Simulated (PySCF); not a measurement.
# C3H8Si: electronic excitations at several levels of theory, part 2 of 2

PySCF 2.14.0. Atoms count from 0.

### Step 9. Excited states and response: CAM-B3LYP/def2-SVPD

What the job is given:

```
{"job": {"kind": "uv", "xc": "CAM-B3LYP", "basis": "def2-SVPD", "ip": true}, "charge": 0, "multiplicity": 1}
C      1.159520    -1.002269     0.102071
C      0.188145     0.069474     0.535940
C     -0.137752     1.206888    -0.445807
Si    -1.593878     0.120734    -0.027430
H      2.194396    -0.618332     0.082760
H      0.930726    -1.369261    -0.911514
H      1.132851    -1.869624     0.779060
H      0.349932     0.417958     1.564854
H     -0.093441     2.231829    -0.061598
H      0.298945     1.114489    -1.447685
H     -2.647732     0.627440     0.887570
H     -2.051098    -0.865087    -1.039980
```

With the program's defaults for keys left out, this is: TDDFT CAM-B3LYP/def2-SVPD, vertical, gas phase, core orbitals frozen in the response.

Standard output:

```text
coarse grid: 9848 points
cycle   1  E = -408.2467198363  dE =  2.922e-01  |g| = 3.036e-01  |ddm| = 4.373e+00
cycle   2  E = -408.2472753549  dE = -5.555e-04  |g| = 3.122e-01  |ddm| = 8.209e-01
cycle   3  E = -408.2744486447  dE = -2.717e-02  |g| = 3.114e-02  |ddm| = 3.993e-01
cycle   4  E = -408.2746978945  dE = -2.492e-04  |g| = 1.455e-02  |ddm| = 7.241e-02
cycle   5  E = -408.2747493746  dE = -5.148e-05  |g| = 1.987e-03  |ddm| = 2.174e-02
cycle   6  E = -408.2747504012  dE = -1.027e-06  |g| = 3.809e-04  |ddm| = 4.884e-03
final grid: 88528 points
cycle   7  E = -408.3371618383  dE = -1.751e-05  |g| = 2.628e-03  |ddm| = 4.858e-02
cycle   8  E = -408.3371616924  dE =  1.459e-07  |g| = 2.782e-03  |ddm| = 8.575e-03
cycle   9  E = -408.3371637705  dE = -2.078e-06  |g| = 2.048e-04  |ddm| = 3.386e-03
cycle  10  E = -408.3371637803  dE = -9.748e-09  |g| = 1.073e-04  |ddm| = 5.533e-04
cycle  11  E = -408.3371637833  dE = -3.024e-09  |g| = 1.431e-05  |ddm| = 2.083e-04
cycle  12  E = -408.3371637833  dE = -6.878e-11  |g| = 4.009e-06  |ddm| = 4.384e-05
converged SCF energy = -408.3371637833

Static polarisability (au): isotropic 65.134, principal 56.787 61.395 77.221

Singlet excitations
state   eV       nm        f      main configurations
  1   6.2477    198.4   0.00147   H->L+1 0.79, H->L+3 0.10
  2   6.2943    197.0   0.21311   H->L 0.94
  3   6.8022    182.3   0.01286   H->L+2 0.73, H->L+4 0.12
  4   6.9204    179.2   0.03854   H->L+3 0.40, H->L+4 0.20, H-1->L 0.10
  5   7.1736    172.8   0.00107   H->L+5 0.44, H-1->L 0.26, H->L+6 0.11
  6   7.4279    166.9   0.01643   H->L+3 0.34, H->L+4 0.30, H-1->L 0.26
  7   7.5857    163.4   0.02150   H-1->L 0.33, H->L+4 0.27, H->L+5 0.22
  8   7.7027    161.0   0.00101   H-1->L+1 0.52, H->L+6 0.26, H-1->L+2 0.08
  9   8.0434    154.1   0.01332   H->L+6 0.36, H-1->L+1 0.32, H->L+5 0.17
 10   8.3441    148.6   0.02762   H->L+7 0.25, H-1->L+4 0.23, H-1->L+2 0.16

Triplet excitations (Tamm-Dancoff, eV): 4.9034 6.0823 6.2144 6.5926
Vertical ionisation energy (delta-SCF) = 8.7686 eV
```

It took 22 s on 1 thread, shared host.

Key values: HOMO -7.94 eV, LUMO 1.21 eV; lowest singlet 6.25 eV.

### Step 10. Excited states and response: wB97X-D/def2-SVPD

Settings changed since step 9:

```diff
@@ -1,2 +1,2 @@
-{"job": {"kind": "uv", "xc": "CAM-B3LYP", "basis": "def2-SVPD", "ip": true}, "charge": 0, "multiplicity": 1}
+{"job": {"kind": "uv", "xc": "wB97X-D", "basis": "def2-SVPD", "ip": true}, "charge": 0, "multiplicity": 1}
 C      1.159520    -1.002269     0.102071
```

Level: TDDFT wB97X-D/def2-SVPD, vertical, gas phase, core orbitals frozen in the response.

Standard output:

```text
coarse grid: 9848 points
cycle   1  E = -408.2905959379  dE =  3.086e-01  |g| = 2.599e-01  |ddm| = 4.212e+00
cycle   2  E = -408.2984901786  dE = -7.894e-03  |g| = 2.208e-01  |ddm| = 7.240e-01
cycle   3  E = -408.3118065070  dE = -1.332e-02  |g| = 2.815e-02  |ddm| = 3.039e-01
cycle   4  E = -408.3120514695  dE = -2.450e-04  |g| = 9.941e-03  |ddm| = 7.900e-02
cycle   5  E = -408.3120766549  dE = -2.519e-05  |g| = 1.697e-03  |ddm| = 1.853e-02
cycle   6  E = -408.3120775864  dE = -9.315e-07  |g| = 3.968e-04  |ddm| = 6.074e-03
final grid: 88528 points
cycle   7  E = -408.3701885934  dE = -6.187e-05  |g| = 2.506e-03  |ddm| = 8.910e-02
cycle   8  E = -408.3701901818  dE = -1.588e-06  |g| = 1.524e-03  |ddm| = 1.146e-02
cycle   9  E = -408.3701907535  dE = -5.717e-07  |g| = 5.381e-04  |ddm| = 2.876e-03
cycle  10  E = -408.3701908482  dE = -9.473e-08  |g| = 8.129e-05  |ddm| = 1.212e-03
cycle  11  E = -408.3701908513  dE = -3.085e-09  |g| = 3.459e-05  |ddm| = 3.101e-04
cycle  12  E = -408.3701908518  dE = -5.023e-10  |g| = 9.597e-06  |ddm| = 1.138e-04
converged SCF energy = -408.3701908518

Static polarisability (au): isotropic 65.210, principal 56.773 61.531 77.325

Singlet excitations
state   eV       nm        f      main configurations
  1   6.3445    195.4   0.22550   H->L 0.95
  2   6.4468    192.3   0.00732   H->L+1 0.72, H->L+2 0.14, H->L+3 0.10
  3   6.9851    177.5   0.00589   H->L+3 0.38, H->L+2 0.23, H->L+4 0.22
  4   7.0668    175.4   0.04176   H->L+2 0.51, H->L+1 0.20, H->L+3 0.13
  5   7.2615    170.7   0.00331   H->L+5 0.43, H-1->L 0.34
  6   7.6262    162.6   0.04201   H-1->L 0.45, H->L+3 0.27, H->L+5 0.15
  7   7.8171    158.6   0.00816   H->L+4 0.63, H->L+5 0.12, H->L+6 0.09
  8   7.9198    156.5   0.00071   H-1->L+1 0.52, H->L+6 0.24, H-1->L+2 0.13
  9   8.2677    150.0   0.00773   H->L+6 0.41, H-1->L+1 0.26, H->L+5 0.12
 10   8.4829    146.2   0.01782   H-1->L+3 0.27, H-1->L+4 0.25, H-1->L+5 0.15

Triplet excitations (Tamm-Dancoff, eV): 5.0229 6.2895 6.4231 6.7010
Vertical ionisation energy (delta-SCF) = 8.7408 eV
```

It took 22 s on 1 thread, shared host.

This run: HOMO -8.48 eV, LUMO 1.98 eV; lowest singlet 6.34 eV.

### Step 11. Ultraviolet spectrum: LC-wPBE/def2-SVPD

Settings changed since step 10:

```diff
@@ -1,2 +1,2 @@
-{"job": {"kind": "uv", "xc": "wB97X-D", "basis": "def2-SVPD", "ip": true}, "charge": 0, "multiplicity": 1}
+{"job": {"kind": "uv", "xc": "LC-wPBE", "basis": "def2-SVPD", "ip": true}, "charge": 0, "multiplicity": 1}
 C      1.159520    -1.002269     0.102071
```

Method: TDDFT LC-wPBE/def2-SVPD, vertical, gas phase, core orbitals frozen in the response.

Standard output:

```text
coarse grid: 9848 points
cycle   1  E = -408.1579641048  dE =  3.779e-01  |g| = 2.276e-01  |ddm| = 4.173e+00
cycle   2  E = -408.1734722677  dE = -1.551e-02  |g| = 1.245e-01  |ddm| = 5.464e-01
cycle   3  E = -408.1776175204  dE = -4.145e-03  |g| = 4.206e-02  |ddm| = 2.231e-01
cycle   4  E = -408.1781631981  dE = -5.457e-04  |g| = 6.509e-03  |ddm| = 8.680e-02
cycle   5  E = -408.1781735245  dE = -1.033e-05  |g| = 1.867e-03  |ddm| = 1.674e-02
cycle   6  E = -408.1781745812  dE = -1.057e-06  |g| = 4.789e-04  |ddm| = 6.466e-03
final grid: 88528 points
cycle   7  E = -408.2484360524  dE = -1.911e-05  |g| = 3.523e-03  |ddm| = 5.172e-02
cycle   8  E = -408.2484374958  dE = -1.443e-06  |g| = 2.864e-03  |ddm| = 9.434e-03
cycle   9  E = -408.2484396159  dE = -2.120e-06  |g| = 2.127e-04  |ddm| = 3.739e-03
cycle  10  E = -408.2484396416  dE = -2.564e-08  |g| = 1.279e-04  |ddm| = 8.281e-04
cycle  11  E = -408.2484396480  dE = -6.399e-09  |g| = 2.917e-05  |ddm| = 2.856e-04
cycle  12  E = -408.2484396488  dE = -8.132e-10  |g| = 8.666e-06  |ddm| = 1.345e-04
converged SCF energy = -408.2484396488

Static polarisability (au): isotropic 63.327, principal 55.428 59.767 74.786

Singlet excitations
state   eV       nm        f      main configurations
  1   6.6729    185.8   0.24246   H->L 0.91
  2   6.8128    182.0   0.00962   H->L+1 0.46, H->L+2 0.25, H->L+3 0.19
  3   7.2618    170.7   0.00865   H->L+4 0.36, H->L+3 0.18, H->L+6 0.12
  4   7.4991    165.3   0.03232   H->L+1 0.38, H->L+2 0.36, H-1->L 0.15
  5   7.5808    163.6   0.00541   H->L+5 0.28, H-1->L 0.26, H->L+6 0.17
  6   8.1577    152.0   0.04889   H-1->L 0.43, H->L+3 0.27, H->L+1 0.09
  7   8.2641    150.0   0.00404   H->L+4 0.40, H->L+6 0.22, H->L+3 0.12
  8   8.3193    149.0   0.00515   H-1->L+1 0.28, H->L+5 0.17, H-1->L+2 0.16
  9   8.7300    142.0   0.01550   H->L+6 0.21, H->L+5 0.19, H-1->L+5 0.13
 10   8.8745    139.7   0.00365   H-1->L+4 0.21, H-2->L 0.18, H-1->L+3 0.14

Triplet excitations (Tamm-Dancoff, eV): 5.0242 6.5084 6.5522 6.8222
Vertical ionisation energy (delta-SCF) = 8.8301 eV
```

Run time: 30 s. Hardware: 1 thread, shared host.

This run: HOMO -9.24 eV, LUMO 2.30 eV; lowest singlet 6.67 eV.

### Step 12. Ultraviolet spectrum: PBE0/6-31G*

Settings changed since step 11:

```diff
@@ -1,2 +1,2 @@
-{"job": {"kind": "uv", "xc": "LC-wPBE", "basis": "def2-SVPD", "ip": true}, "charge": 0, "multiplicity": 1}
+{"job": {"kind": "uv", "xc": "PBE0", "basis": "6-31G*"}, "charge": 0, "multiplicity": 1}
 C      1.159520    -1.002269     0.102071
```

With the program's defaults for keys left out, this is: TDDFT PBE0/6-31G*, vertical, gas phase, core orbitals frozen in the response.

Standard output:

```text
coarse grid: 9848 points
cycle   1  E = -408.2818948790  dE =  2.370e-01  |g| = 4.070e-01  |ddm| = 2.909e+00
cycle   2  E = -408.2302955423  dE =  5.160e-02  |g| = 5.795e-01  |ddm| = 1.074e+00
cycle   3  E = -408.3295246478  dE = -9.923e-02  |g| = 4.432e-02  |ddm| = 6.901e-01
cycle   4  E = -408.3299951864  dE = -4.705e-04  |g| = 1.976e-02  |ddm| = 6.293e-02
cycle   5  E = -408.3300907707  dE = -9.558e-05  |g| = 2.897e-03  |ddm| = 1.702e-02
cycle   6  E = -408.3300932460  dE = -2.475e-06  |g| = 6.271e-04  |ddm| = 4.511e-03
final grid: 88528 points
cycle   7  E = -408.2879569326  dE = -1.315e-05  |g| = 6.844e-03  |ddm| = 1.539e-02
cycle   8  E = -408.2879438676  dE =  1.306e-05  |g| = 9.598e-03  |ddm| = 1.639e-02
cycle   9  E = -408.2879700727  dE = -2.621e-05  |g| = 6.633e-04  |ddm| = 1.027e-02
cycle  10  E = -408.2879701918  dE = -1.191e-07  |g| = 1.262e-04  |ddm| = 7.432e-04
cycle  11  E = -408.2879701957  dE = -3.869e-09  |g| = 2.505e-05  |ddm| = 1.314e-04
cycle  12  E = -408.2879701959  dE = -1.884e-10  |g| = 6.910e-06  |ddm| = 4.340e-05
converged SCF energy = -408.2879701959

Static polarisability (au): isotropic 54.972, principal 46.731 50.443 67.743

Singlet excitations
state   eV       nm        f      main configurations
  1   6.5062    190.6   0.23306   H->L 0.94
  2   6.8263    181.6   0.00870   H->L+1 0.97
  3   7.3209    169.4   0.00974   H-1->L 0.82, H->L+2 0.15
  4   7.4166    167.2   0.01162   H->L+2 0.77, H-1->L 0.12, H->L+3 0.09
  5   7.8788    157.4   0.01800   H->L+3 0.89
  6   8.4924    146.0   0.04968   H-1->L+1 0.91
  7   8.6091    144.0   0.00288   H->L+4 0.97
  8   8.8194    140.6   0.01591   H-1->L+2 0.77, H-2->L 0.09
  9   8.8483    140.1   0.00102   H-2->L 0.87, H-1->L+2 0.09
 10   9.0043    137.7   0.01675   H->L+5 0.92

Triplet excitations (Tamm-Dancoff, eV): 4.7872 6.3401 6.6817 6.8554
```

It took 4.3 s on 1 thread, shared host.

Key values: HOMO -6.47 eV, LUMO 0.76 eV; lowest singlet 6.51 eV.

### Step 13. Excited states and response: PBE0/def2-SVP

Settings changed since step 12:

```diff
@@ -1,2 +1,2 @@
-{"job": {"kind": "uv", "xc": "PBE0", "basis": "6-31G*"}, "charge": 0, "multiplicity": 1}
+{"job": {"kind": "uv", "xc": "PBE0", "basis": "def2-SVP"}, "charge": 0, "multiplicity": 1}
 C      1.159520    -1.002269     0.102071
```

With the program's defaults for keys left out, this is: TDDFT PBE0/def2-SVP, vertical, gas phase, core orbitals frozen in the response.

Standard output:

```text
coarse grid: 9848 points
cycle   1  E = -408.0400368679  dE =  2.057e-01  |g| = 3.701e-01  |ddm| = 3.305e+00
cycle   2  E = -407.9956443117  dE =  4.439e-02  |g| = 5.351e-01  |ddm| = 1.075e+00
cycle   3  E = -408.0806414922  dE = -8.500e-02  |g| = 3.990e-02  |ddm| = 6.837e-01
cycle   4  E = -408.0809930428  dE = -3.516e-04  |g| = 2.010e-02  |ddm| = 6.032e-02
cycle   5  E = -408.0810920124  dE = -9.897e-05  |g| = 2.841e-03  |ddm| = 1.854e-02
cycle   6  E = -408.0810942480  dE = -2.236e-06  |g| = 6.418e-04  |ddm| = 4.627e-03
final grid: 88528 points
cycle   7  E = -408.1351609895  dE = -1.297e-05  |g| = 6.402e-03  |ddm| = 1.973e-02
cycle   8  E = -408.1351490050  dE =  1.198e-05  |g| = 9.046e-03  |ddm| = 1.620e-02
cycle   9  E = -408.1351723951  dE = -2.339e-05  |g| = 6.290e-04  |ddm| = 1.025e-02
cycle  10  E = -408.1351725047  dE = -1.096e-07  |g| = 1.067e-04  |ddm| = 7.308e-04
cycle  11  E = -408.1351725075  dE = -2.791e-09  |g| = 2.249e-05  |ddm| = 1.353e-04
cycle  12  E = -408.1351725077  dE = -1.559e-10  |g| = 7.730e-06  |ddm| = 4.366e-05
converged SCF energy = -408.1351725077

Static polarisability (au): isotropic 57.922, principal 49.497 53.709 70.559

Singlet excitations
state   eV       nm        f      main configurations
  1   6.6355    186.8   0.22764   H->L 0.90
  2   6.6657    186.0   0.02667   H->L+1 0.92
  3   7.0745    175.3   0.00883   H->L+2 0.90
  4   7.4623    166.1   0.01286   H-1->L 0.75, H->L+3 0.23
  5   7.6300    162.5   0.01165   H->L+3 0.67, H-1->L 0.20, H->L+2 0.08
  6   8.2224    150.8   0.00076   H-1->L+1 0.90
  7   8.3181    149.1   0.02024   H->L+4 0.91
  8   8.5337    145.3   0.00323   H-1->L+2 0.81
  9   8.6593    143.2   0.01368   H->L+5 0.83
 10   8.8559    140.0   0.00095   H-2->L 0.89

Triplet excitations (Tamm-Dancoff, eV): 4.8856 6.3292 6.4091 6.6239
```

Wall time 5.8 s (1 thread, shared host).

This run: HOMO -6.61 eV, LUMO 0.76 eV; lowest singlet 6.64 eV.

### Step 14. Excited states and response: PBE0/def2-TZVP

Settings changed since step 13:

```diff
@@ -1,2 +1,2 @@
-{"job": {"kind": "uv", "xc": "PBE0", "basis": "def2-SVP"}, "charge": 0, "multiplicity": 1}
+{"job": {"kind": "uv", "xc": "PBE0", "basis": "def2-TZVP"}, "charge": 0, "multiplicity": 1}
 C      1.159520    -1.002269     0.102071
```

With the program's defaults for keys left out, this is: TDDFT PBE0/def2-TZVP, vertical, gas phase, core orbitals frozen in the response.

Standard output:

```text
coarse grid: 9848 points
cycle   1  E = -408.3206552158  dE =  2.236e-01  |g| = 4.207e-01  |ddm| = 2.397e+00
cycle   2  E = -408.2593741678  dE =  6.128e-02  |g| = 6.221e-01  |ddm| = 8.060e-01
cycle   3  E = -408.3687604849  dE = -1.094e-01  |g| = 5.241e-02  |ddm| = 5.290e-01
cycle   4  E = -408.3693690460  dE = -6.086e-04  |g| = 2.478e-02  |ddm| = 5.774e-02
cycle   5  E = -408.3695107355  dE = -1.417e-04  |g| = 4.273e-03  |ddm| = 1.619e-02
cycle   6  E = -408.3695150758  dE = -4.340e-06  |g| = 9.944e-04  |ddm| = 4.161e-03
final grid: 88528 points
cycle   7  E = -408.3618126313  dE = -3.524e-05  |g| = 6.990e-03  |ddm| = 4.090e-02
cycle   8  E = -408.3617988591  dE =  1.377e-05  |g| = 9.824e-03  |ddm| = 1.176e-02
cycle   9  E = -408.3618248842  dE = -2.603e-05  |g| = 8.049e-04  |ddm| = 7.445e-03
cycle  10  E = -408.3618250499  dE = -1.656e-07  |g| = 2.369e-04  |ddm| = 7.285e-04
cycle  11  E = -408.3618250625  dE = -1.268e-08  |g| = 3.970e-05  |ddm| = 1.615e-04
cycle  12  E = -408.3618250630  dE = -4.292e-10  |g| = 1.190e-05  |ddm| = 4.751e-05
converged SCF energy = -408.3618250630

Static polarisability (au): isotropic 63.964, principal 54.868 59.633 77.391

Singlet excitations
state   eV       nm        f      main configurations
  1   6.0917    203.5   0.21155   H->L 0.95
  2   6.2638    197.9   0.01129   H->L+1 0.98
  3   6.7843    182.8   0.00920   H->L+2 0.64, H->L+3 0.25
  4   6.9799    177.6   0.01176   H->L+3 0.65, H->L+2 0.19, H-1->L 0.11
  5   7.0739    175.3   0.01011   H-1->L 0.77, H->L+2 0.15
  6   7.5121    165.0   0.02169   H->L+4 0.92
  7   7.7724    159.5   0.00482   H->L+5 0.78, H-1->L+1 0.17
  8   7.8193    158.6   0.01177   H-1->L+1 0.76, H->L+5 0.17
  9   8.1731    151.7   0.00765   H->L+6 0.65, H-1->L+2 0.30
 10   8.2593    150.1   0.00481   H-1->L+3 0.46, H-1->L+2 0.29, H->L+6 0.15

Triplet excitations (Tamm-Dancoff, eV): 4.6185 6.0083 6.0232 6.3582
```

Run time: 13 s. Hardware: 1 thread, shared host.

Key values: HOMO -6.62 eV, LUMO 0.29 eV; lowest singlet 6.09 eV.

### Step 15. Side by side: electronic excitations

Excitations and ground-state properties, with basis size and wall time:

| run | lowest singlet (eV) | brightest (eV) | f | gap (eV) | α (Å³) | μ (D) | functions | time |
| --- | --- | --- | --- | --- | --- | --- | --- | --- |
| HF/def2-SVPD | 6.88 | 6.88 | 0.276 | 11.78 | 9.16 | 0.20 | 148 | 4.2 s |
| LDA/def2-SVPD | 5.59 | 5.77 | 0.165 | 5.05 | 10.27 | 0.31 | 148 | 15 s |
| PBE/def2-SVPD | 5.62 | 5.78 | 0.161 | 5.10 | 10.09 | 0.30 | 148 | 22 s |
| B3LYP/def2-SVPD | 5.93 | 6.02 | 0.190 | 6.54 | 9.83 | 0.18 | 148 | 16 s |
| PBE0/def2-SVPD | 6.11 | 6.15 | 0.208 | 6.97 | 9.75 | 0.21 | 148 | 17 s |
| BHandHLYP/def2-SVPD | 6.39 | 6.40 | 0.188 | 8.68 | 9.50 | 0.14 | 148 | 20 s |
| CAM-B3LYP/def2-SVPD | 6.25 | 6.29 | 0.213 | 9.14 | 9.65 | 0.14 | 148 | 22 s |
| wB97X-D/def2-SVPD | 6.34 | 6.34 | 0.226 | 10.46 | 9.66 | 0.16 | 148 | 22 s |
| LC-wPBE/def2-SVPD | 6.67 | 6.67 | 0.242 | 11.54 | 9.38 | 0.13 | 148 | 30 s |
| PBE0/6-31G* | 6.51 | 6.51 | 0.233 | 7.24 | 8.15 | 0.38 | 76 | 4.3 s |
| PBE0/def2-SVP | 6.64 | 6.64 | 0.228 | 7.37 | 8.58 | 0.22 | 100 | 5.8 s |
| PBE0/def2-TZVP | 6.09 | 6.09 | 0.212 | 6.90 | 9.48 | 0.22 | 178 | 13 s |

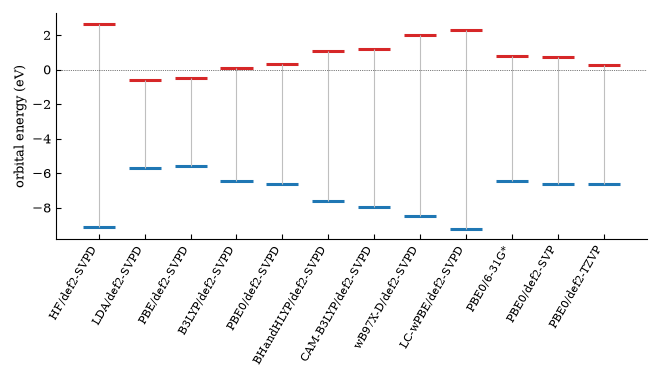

HOMO (blue) and LUMO (red) run by run.

### Step 16. Outcome

This closing draws on all 2 parts.

| quantity | value |
| --- | --- |
| point group | C1 |
| rotational constants (main isotopes) | 10.69, 4.38, 3.65 GHz |
| lowest singlet (HF/def2-SVPD) | 6.88 eV (180 nm), f = 0.276 |
| lowest triplet | 5.01 eV |
| vertical ionisation energy (ΔSCF) | 7.87 eV |
| range of the lowest singlet | 5.59 to 6.88 eV |

**Reading.** Single values in the summary come from the first run of each kind that ended normally (HF/def2-SVPD), which need not be the best level. Over 8 steps the energy fell by 0.063 eV; of the close pairs, Si3–H11 changed most, 1.452 to 1.485 Å. No frequency check was run at this level, so the end point may be a saddle. The lowest singlet, at 6.88 eV, is HOMO→LUMO+1 0.85 and is bright. The lowest triplet lies 1.87 eV below the lowest singlet (triplets in Tamm-Dancoff, singlets in full TDDFT). At HF/def2-SVPD, the highest states lie near or above the ionisation energy, where they hang on the basis. The orbital energy would give 9.12 eV for ionisation, ΔSCF gives 7.87 eV. The lowest singlet runs from 5.59 eV (LDA/def2-SVPD) to 6.88 eV (HF/def2-SVPD), while the orbital gap spans 5.05 to 11.78 eV. The lowest state need not be the same one in every run.
